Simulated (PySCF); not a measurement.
# As$_{2}$B$_{2}$H$_{8}$ ((H2B-mu-AsH2)2): what the fields show

```xyz
12

B     0.8135   -0.5993    1.1458
H     1.7844   -0.0356    1.6027
H     0.5231   -1.6630    1.6501
As    0.8450   -0.6935   -0.9416
B    -0.7794    0.6060   -1.1369
H    -1.7557    0.0827   -1.6286
H    -0.4469    1.6736   -1.6075
As   -0.8365    0.6660    0.9499
H     0.6724   -2.0667   -1.5372
H     2.1228   -0.2682   -1.6166
H    -0.7165    2.0308    1.5772
H    -2.1108    0.1845    1.5937
```

Geometry: PBE0-D3(BJ)/def2-SVP.

All numbers below come from PySCF, PBE0/def2-SVPD, SCF density, gas phase.

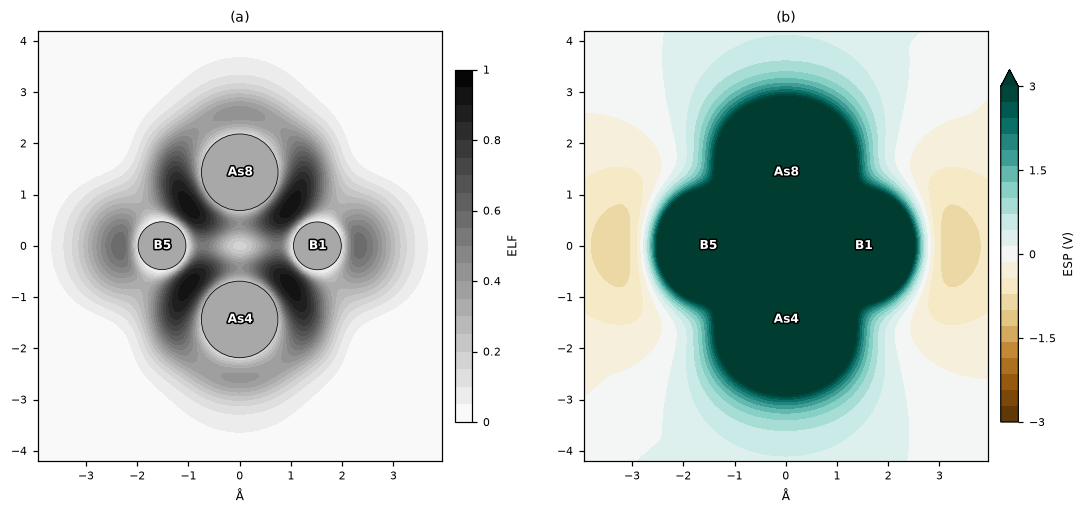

Figure 1. (a) electron localisation function; (b) electrostatic potential on the plane of atoms B1, As4 and B5. Grey discs cover the atomic cores in the ELF map.

Q: What does the map show?

A: Atoms in the plane: B and As.
B–As (2.09 Å): the ELF peaks at about 0.90 between the atoms, as expected for a shared electron pair.
Outside the dense part of the molecule the potential is most negative (−0.9 V) near H3, which lies off the plane.

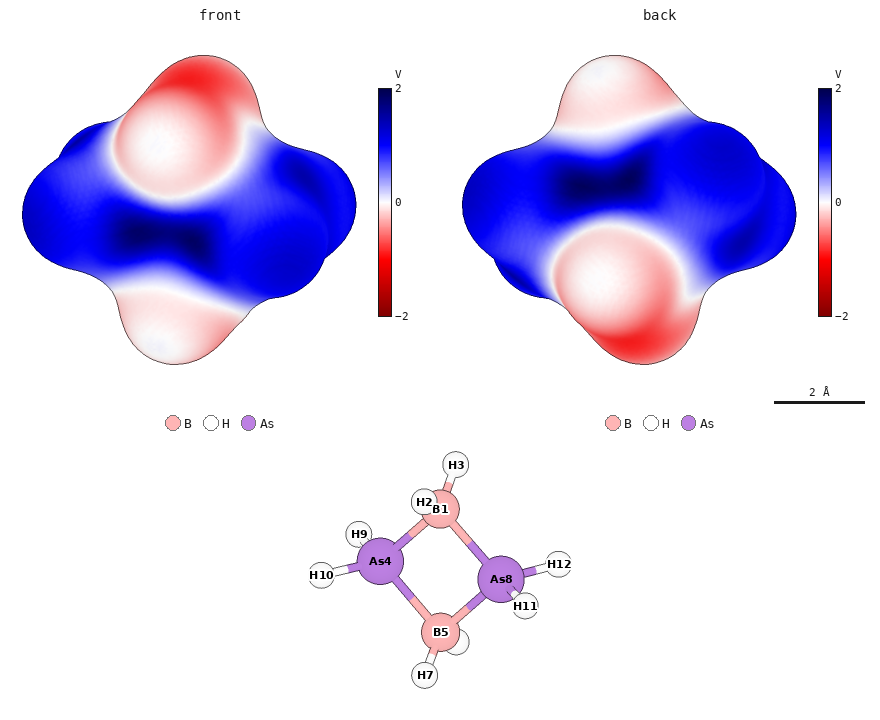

Figure 2. The electrostatic potential painted on the density surface at 0.004 e/bohr³, seen from the front and from behind; red is negative and blue positive. The bare structure is drawn below in the same view.

Q: Describe the electrostatic potential map.

A: The most negative region (about −0.9 V) lies over H6, the most positive (about +1.9 V) over As4 and As8.
